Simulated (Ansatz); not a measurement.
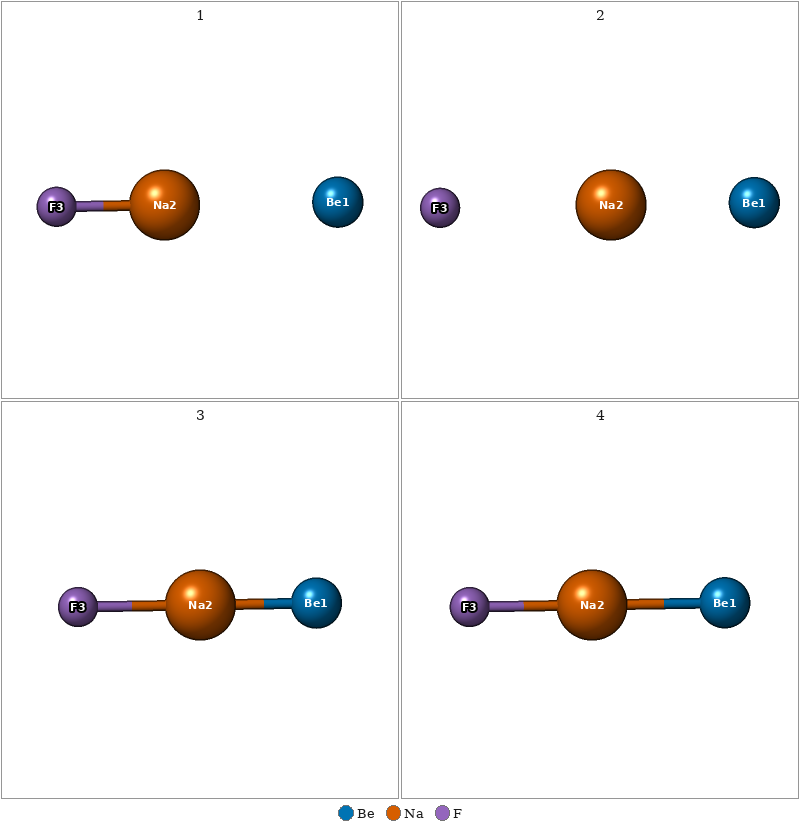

The system Be + NaF. First axis: distance Be1–Na2. Second axis: distance Na2–F3. Nothing is relaxed (the angle Be1–Na2–F3 is fixed at 180 degrees). The grid has 17 × 17 points. All energies are given in kcal/mol relative to Be far from the relaxed NaF (each part in its own basis). The reference is spin-restricted, so regions where a bond is pulled apart into radicals lie too high. Level of theory: RKS PBE-D4/def2-TZVPD (Ansatz 0.2.0).

The numbered pictures are structures from this grid.

Question: Which is the most stable, and how do the others follow?

Answer: 1, at distance Be1–Na2 = 3.197 Å, distance Na2–F3 = 1.990 Å: −3.3 kcal/mol; 4, at distance Be1–Na2 = 2.449 Å, distance Na2–F3 = 2.255 Å: 8.7 kcal/mol; 3, at distance Be1–Na2 = 2.140 Å, distance Na2–F3 = 2.255 Å: 21.4 kcal/mol; 2, at distance Be1–Na2 = 2.642 Å, distance Na2–F3 = 3.153 Å: 34.7 kcal/mol.

The map, with the structures marked:

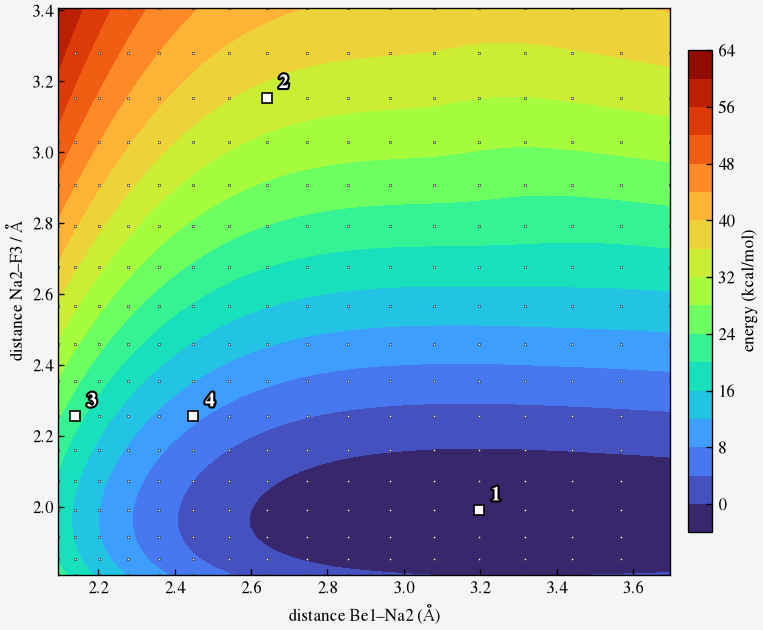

Drawn: filled contours, dots at the grid points. Between grid points the surface is interpolated.
